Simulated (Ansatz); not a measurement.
**Molecular dynamics of GeH$_{4}$O$_{2}$ (part 5 of 5)**

The same run, continued: GeH$_{4}$O$_{2}$; RKS BLYP/def2-SVP (Ansatz 0.2.0). It belongs to a series of runs on one base structure; here: dynamics from the highest image of the converged band.

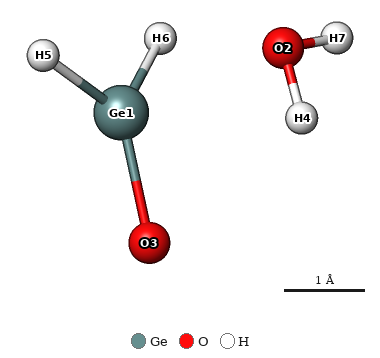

The geometry at step 180 of the log (ball-and-stick view, seen at a tilt; atoms are numbered from 1 in the order of the input).

## Trajectory as extended XYZ, continued
```
7
Properties=species:S:1:pos:R:3:forces:R:3 step=157 time_fs=78.5 energy=-60666.91482 temperature=117.9
Ge    0.0006   -0.5731    0.6835    0.3079   0.2073  -0.1978
O     0.1249    1.4971   -0.8082    0.1570  -0.3953   0.1056
O     0.6530   -1.5796   -0.4865   -0.0276   0.1780   0.1568
H     0.7090    0.9851   -1.4207   -0.1661   0.0945   0.1376
H     0.7979    0.0453    1.8987   -0.0747  -0.1044  -0.2019
H    -1.5329   -0.3600    0.8242   -0.2067   0.0144   0.0567
H    -0.7526    1.4453   -1.2422    0.0102   0.0055  -0.0570
7
Properties=species:S:1:pos:R:3:forces:R:3 step=159 time_fs=79.5 energy=-60666.91273 temperature=114.7
Ge    0.0008   -0.5727    0.6828    0.3825   0.1505  -0.2931
O     0.1231    1.4995   -0.8062    0.1580  -0.3557   0.1561
O     0.6537   -1.5862   -0.4848   -0.0700   0.2414   0.2367
H     0.7114    0.9987   -1.4218   -0.1481   0.0654   0.1017
H     0.7981    0.0519    1.8942   -0.0705  -0.1094  -0.1928
H    -1.5294   -0.3513    0.8166   -0.2476   0.0124   0.0651
H    -0.7532    1.4516   -1.2417   -0.0044  -0.0046  -0.0737
7
Properties=species:S:1:pos:R:3:forces:R:3 step=161 time_fs=80.5 energy=-60666.91154 temperature=112.9
Ge    0.0010   -0.5722    0.6821    0.4028   0.0905  -0.3992
O     0.1214    1.5017   -0.8041    0.0906  -0.2837   0.2370
O     0.6542   -1.5926   -0.4830   -0.1097   0.2998   0.3092
H     0.7124    1.0129   -1.4219   -0.0777   0.0005   0.0201
H     0.7975    0.0574    1.8879   -0.0523  -0.1019  -0.1614
H    -1.5283   -0.3425    0.8096   -0.2511   0.0052   0.0698
H    -0.7538    1.4580   -1.2419   -0.0025  -0.0104  -0.0755
7
Properties=species:S:1:pos:R:3:forces:R:3 step=163 time_fs=81.5 energy=-60666.91067 temperature=111.5
Ge    0.0013   -0.5718    0.6814    0.3693   0.0311  -0.5120
O     0.1197    1.5037   -0.8018   -0.0130  -0.2061   0.3179
O     0.6547   -1.5989   -0.4809   -0.1458   0.3518   0.3725
H     0.7126    1.0271   -1.4218    0.0133  -0.0729  -0.0750
H     0.7965    0.0620    1.8800   -0.0221  -0.0832  -0.1109
H    -1.5295   -0.3336    0.8033   -0.2168  -0.0077   0.0710
H    -0.7545    1.4642   -1.2428    0.0150  -0.0130  -0.0636
7
Properties=species:S:1:pos:R:3:forces:R:3 step=165 time_fs=82.5 energy=-60666.90967 temperature=109.9
Ge    0.0016   -0.5713    0.6806    0.2910  -0.0237  -0.6256
O     0.1180    1.5055   -0.7993   -0.1005  -0.1547   0.3621
O     0.6552   -1.6049   -0.4787   -0.1770   0.3958   0.4247
H     0.7129    1.0407   -1.4225    0.0822  -0.1222  -0.1407
H     0.7952    0.0658    1.8711    0.0164  -0.0558  -0.0467
H    -1.5327   -0.3248    0.7977   -0.1509  -0.0256   0.0699
H    -0.7550    1.4703   -1.2444    0.0387  -0.0138  -0.0437
7
Properties=species:S:1:pos:R:3:forces:R:3 step=167 time_fs=83.5 energy=-60666.90849 temperature=108.1
Ge    0.0020   -0.5708    0.6797    0.1834  -0.0702  -0.7323
O     0.1162    1.5073   -0.7967   -0.1258  -0.1510   0.3435
O     0.6555   -1.6107   -0.4762   -0.2025   0.4308   0.4648
H     0.7140    1.0531   -1.4245    0.0953  -0.1250  -0.1434
H     0.7942    0.0690    1.8617    0.0585  -0.0237   0.0233
H    -1.5374   -0.3163    0.7927   -0.0649  -0.0469   0.0675
H    -0.7552    1.4763   -1.2463    0.0560  -0.0141  -0.0234
7
Properties=species:S:1:pos:R:3:forces:R:3 step=169 time_fs=84.5 energy=-60666.90696 temperature=105.7
Ge    0.0024   -0.5704    0.6787    0.0658  -0.1048  -0.8230
O     0.1144    1.5089   -0.7938   -0.0749  -0.1938   0.2629
O     0.6557   -1.6162   -0.4734   -0.2217   0.4561   0.4921
H     0.7160    1.0643   -1.4278    0.0478  -0.0819  -0.0782
H     0.7936    0.0721    1.8526    0.0978   0.0081   0.0896
H    -1.5428   -0.3082    0.7884    0.0277  -0.0694   0.0648
H    -0.7548    1.4822   -1.2485    0.0575  -0.0144  -0.0082
7
Properties=species:S:1:pos:R:3:forces:R:3 step=171 time_fs=85.5 energy=-60666.90481 temperature=102.4
Ge    0.0028   -0.5699    0.6776   -0.0425  -0.1245  -0.8878
O     0.1126    1.5105   -0.7907    0.0269  -0.2603   0.1487
O     0.6557   -1.6215   -0.4703   -0.2344   0.4710   0.5062
H     0.7184    1.0748   -1.4318   -0.0333  -0.0156   0.0271
H     0.7940    0.0752    1.8443    0.1279   0.0341   0.1426
H    -1.5478   -0.3008    0.7847    0.1140  -0.0906   0.0626
H    -0.7539    1.4879   -1.2507    0.0414  -0.0142   0.0006
7
Properties=species:S:1:pos:R:3:forces:R:3 step=173 time_fs=86.5 energy=-60666.90244 temperature=98.8
Ge    0.0033   -0.5695    0.6764   -0.1252  -0.1269  -0.9185
O     0.1107    1.5119   -0.7876    0.1308  -0.3197   0.0421
O     0.6557   -1.6265   -0.4669   -0.2403   0.4753   0.5072
H     0.7205    1.0851   -1.4355   -0.1052   0.0429   0.1278
H     0.7957    0.0786    1.8374    0.1434   0.0494   0.1741
H    -1.5518   -0.2942    0.7816    0.1829  -0.1082   0.0615
H    -0.7526    1.4934   -1.2530    0.0136  -0.0129   0.0059
7
Properties=species:S:1:pos:R:3:forces:R:3 step=176 time_fs=88.0 energy=-60666.90097 temperature=96.5
Ge    0.0038   -0.5689    0.6743   -0.1783  -0.0962  -0.8912
O     0.1081    1.5136   -0.7829    0.1926  -0.3462  -0.0345
O     0.6553   -1.6334   -0.4612   -0.2368   0.4615   0.4848
H     0.7217    1.1014   -1.4387   -0.1212   0.0669   0.1890
H     0.8007    0.0846    1.8301    0.1327   0.0463   0.1714
H    -1.5544   -0.2863    0.7780    0.2377  -0.1242   0.0619
H    -0.7505    1.5016   -1.2562   -0.0268  -0.0083   0.0185
7
Properties=species:S:1:pos:R:3:forces:R:3 step=178 time_fs=89.0 energy=-60666.90218 temperature=98.4
Ge    0.0042   -0.5685    0.6728   -0.1616  -0.0546  -0.8261
O     0.1065    1.5145   -0.7797    0.1437  -0.3146  -0.0157
O     0.6548   -1.6377   -0.4570   -0.2263   0.4389   0.4546
H     0.7211    1.1131   -1.4387   -0.0562   0.0338   0.1506
H     0.8056    0.0892    1.8273    0.1037   0.0272   0.1378
H    -1.5533   -0.2825    0.7764    0.2365  -0.1266   0.0638
H    -0.7493    1.5069   -1.2581   -0.0399  -0.0041   0.0350
7
Properties=species:S:1:pos:R:3:forces:R:3 step=180 time_fs=90.0 energy=-60666.90427 temperature=101.6
Ge    0.0045   -0.5681    0.6712   -0.1072   0.0002  -0.7312
O     0.1050    1.5152   -0.7766    0.0414  -0.2579   0.0425
O     0.6543   -1.6417   -0.4526   -0.2093   0.4058   0.4128
H     0.7200    1.1250   -1.4372    0.0476  -0.0232   0.0671
H     0.8115    0.0940    1.8258    0.0620  -0.0020   0.0857
H    -1.5500   -0.2800    0.7754    0.2046  -0.1223   0.0667
H    -0.7485    1.5122   -1.2598   -0.0391  -0.0006   0.0565
7
Properties=species:S:1:pos:R:3:forces:R:3 step=182 time_fs=91.0 energy=-60666.90619 temperature=104.6
Ge    0.0049   -0.5677    0.6695   -0.0242   0.0638  -0.6165
O     0.1035    1.5158   -0.7735   -0.0687  -0.2007   0.1069
O     0.6536   -1.6455   -0.4479   -0.1861   0.3628   0.3600
H     0.7193    1.1367   -1.4351    0.1489  -0.0785  -0.0221
H     0.8180    0.0988    1.8251    0.0137  -0.0363   0.0240
H    -1.5447   -0.2786    0.7751    0.1451  -0.1117   0.0705
H    -0.7481    1.5174   -1.2608   -0.0288   0.0007   0.0772
7
Properties=species:S:1:pos:R:3:forces:R:3 step=184 time_fs=92.0 energy=-60666.90762 temperature=106.8
Ge    0.0052   -0.5673    0.6677    0.0751   0.1317  -0.4926
O     0.1020    1.5162   -0.7703   -0.1334  -0.1678   0.1406
O     0.6527   -1.6490   -0.4431   -0.1573   0.3105   0.2973
H     0.7200    1.1477   -1.4332    0.2027  -0.1070  -0.0722
H     0.8246    0.1033    1.8246   -0.0344  -0.0703  -0.0378
H    -1.5381   -0.2782    0.7754    0.0642  -0.0961   0.0748
H    -0.7480    1.5227   -1.2612   -0.0170  -0.0010   0.0898
7
Properties=species:S:1:pos:R:3:forces:R:3 step=186 time_fs=93.0 energy=-60666.90871 temperature=108.4
Ge    0.0055   -0.5669    0.6658    0.1758   0.2000  -0.3692
O     0.1003    1.5165   -0.7670   -0.1195  -0.1716   0.1227
O     0.6518   -1.6524   -0.4380   -0.1234   0.2501   0.2261
H     0.7227    1.1577   -1.4320    0.1825  -0.0963  -0.0569
H     0.8309    0.1071    1.8238   -0.0762  -0.0988  -0.0910
H    -1.5309   -0.2788    0.7764   -0.0287  -0.0774   0.0790
H    -0.7480    1.5280   -1.2607   -0.0104  -0.0060   0.0892
7
Properties=species:S:1:pos:R:3:forces:R:3 step=188 time_fs=94.0 energy=-60666.90931 temperature=109.4
Ge    0.0059   -0.5664    0.6639    0.2617   0.2656  -0.2538
O     0.0987    1.5167   -0.7636   -0.0324  -0.2054   0.0622
O     0.6508   -1.6556   -0.4328   -0.0855   0.1831   0.1480
H     0.7270    1.1668   -1.4312    0.0965  -0.0540   0.0156
H     0.8365    0.1099    1.8221   -0.1070  -0.1178  -0.1292
H    -1.5239   -0.2801    0.7782   -0.1215  -0.0580   0.0825
H    -0.7482    1.5332   -1.2593   -0.0116  -0.0135   0.0747
7
Properties=species:S:1:pos:R:3:forces:R:3 step=190 time_fs=95.0 energy=-60666.90926 temperature=109.3
Ge    0.0063   -0.5660    0.6619    0.3172   0.3263  -0.1514
O     0.0970    1.5168   -0.7602    0.0871  -0.2478  -0.0079
O     0.6498   -1.6587   -0.4275   -0.0450   0.1112   0.0651
H     0.7322    1.1754   -1.4303   -0.0174  -0.0022   0.1075
H     0.8411    0.1116    1.8192   -0.1236  -0.1247  -0.1481
H    -1.5181   -0.2820    0.7807   -0.2005  -0.0405   0.0843
H    -0.7484    1.5383   -1.2572   -0.0180  -0.0223   0.0505
7
Properties=species:S:1:pos:R:3:forces:R:3 step=192 time_fs=96.0 energy=-60666.90909 temperature=109.1
Ge    0.0067   -0.5655    0.6600    0.3295   0.3808  -0.0650
O     0.0953    1.5168   -0.7568    0.1853  -0.2759  -0.0493
O     0.6488   -1.6618   -0.4222   -0.0031   0.0365  -0.0204
H     0.7373    1.1839   -1.4284   -0.1113   0.0350   0.1731
H     0.8445    0.1122    1.8149   -0.1246  -0.1180  -0.1457
H    -1.5142   -0.2842    0.7841   -0.2527  -0.0273   0.0833
H    -0.7489    1.5431   -1.2547   -0.0230  -0.0310   0.0241
7
Properties=species:S:1:pos:R:3:forces:R:3 step=194 time_fs=97.0 energy=-60666.90968 temperature=110.0
Ge    0.0072   -0.5649    0.6580    0.2909   0.4281   0.0045
O     0.0938    1.5166   -0.7534    0.2199  -0.2750  -0.0372
O     0.6477   -1.6648   -0.4168    0.0385  -0.0387  -0.1061
H     0.7413    1.1928   -1.4249   -0.1494   0.0426   0.1800
H     0.8467    0.1116    1.8092   -0.1102  -0.0980  -0.1225
H    -1.5127   -0.2868    0.7883   -0.2693  -0.0199   0.0787
H    -0.7495    1.5477   -1.2519   -0.0204  -0.0391   0.0026
7
Properties=species:S:1:pos:R:3:forces:R:3 step=196 time_fs=98.0 energy=-60666.91116 temperature=112.3
Ge    0.0077   -0.5643    0.6560    0.2017   0.4676   0.0576
O     0.0924    1.5162   -0.7500    0.1765  -0.2434   0.0325
O     0.6466   -1.6678   -0.4116    0.0784  -0.1120  -0.1894
H     0.7440    1.2020   -1.4196   -0.1199   0.0188   0.1201
H     0.8479    0.1101    1.8024   -0.0822  -0.0661  -0.0809
H    -1.5138   -0.2895    0.7932   -0.2470  -0.0188   0.0700
H    -0.7504    1.5519   -1.2491   -0.0075  -0.0461  -0.0100
7
Properties=species:S:1:pos:R:3:forces:R:3 step=198 time_fs=99.0 energy=-60666.91252 temperature=114.3
Ge    0.0082   -0.5636    0.6540    0.0705   0.4990   0.0966
O     0.0911    1.5157   -0.7467    0.0742  -0.1921   0.1415
O     0.6457   -1.6709   -0.4064    0.1153  -0.1810  -0.2679
H     0.7455    1.2115   -1.4133   -0.0388  -0.0256   0.0130
H     0.8483    0.1079    1.7948   -0.0439  -0.0252  -0.0258
H    -1.5172   -0.2924    0.7988   -0.1898  -0.0230   0.0574
H    -0.7513    1.5557   -1.2464    0.0125  -0.0521  -0.0147
7
Properties=species:S:1:pos:R:3:forces:R:3 step=200 time_fs=100.0 energy=-60666.91268 temperature=114.6
Ge    0.0088   -0.5628    0.6521   -0.0866   0.5224   0.1249
O     0.0898    1.5150   -0.7432   -0.0396  -0.1411   0.2529
O     0.6447   -1.6741   -0.4015    0.1479  -0.2431  -0.3393
H     0.7467    1.2206   -1.4068    0.0540  -0.0710  -0.0998
H     0.8482    0.1055    1.7869   -0.0006   0.0203   0.0360
H    -1.5224   -0.2955    0.8049   -0.1074  -0.0306   0.0414
H    -0.7520    1.5589   -1.2438    0.0322  -0.0570  -0.0161
```

The run was set up as follows.

## The input
```yaml
crystal:
  periodic: [false, false, false]
  atoms:
    - { symbol: Ge, position_ang: [-0.01627, -0.518206, 0.686685] }
    - { symbol: O, position_ang: [0.179392, 1.057366, -0.671488] }
    - { symbol: O, position_ang: [0.67903, -1.304022, -0.675663] }
    - { symbol: H, position_ang: [0.533756, 0.094547, -1.137013] }
    - { symbol: H, position_ang: [0.826552, -0.066109, 1.917332] }
    - { symbol: H, position_ang: [-1.548891, -0.594909, 0.993843] }
    - { symbol: H, position_ang: [-0.653468, 1.331234, -1.113795] }
basis:
  gaussian: { orbitals: def2-SVP }
hamiltonian:
  xc: blyp
md:
  timestep: 0.5
  n_steps: 200
  ensemble: nve
  temperature: 100.0
  initial_velocities: maxwell_boltzmann
  seed: 10196
```

Launched with:
```bash
ansatz run input.yaml --threads 2 --pin off --max-ram 3072MiB --backend cpu --events-out ev --progress --plain --runs-dir out
```

## Summary

| quantity | value |
| --- | --- |
| outcome | finished |
| mean temperature over the second half | 128 K |
| trajectory | 200 steps, 100 fs |
| ensemble | nve |
| temperature in the input | 100.0 K |
| time step | 0.5 fs |
| potential energy (last step) | −60666.9130 eV |
| mean-field energy (last step) | −60666.9130 eV |
| largest force (length of the vector) (last step) | 0.544 eV/Å |
| hardware | 2 threads of Arm Neoverse V1, 24 GiB of memory available, shared host |
| wall time | 3.2 min (CPU time 6.2 min) |
| peak memory | 0.14 GiB |

## Remarks

So short a trajectory is not equilibrated.
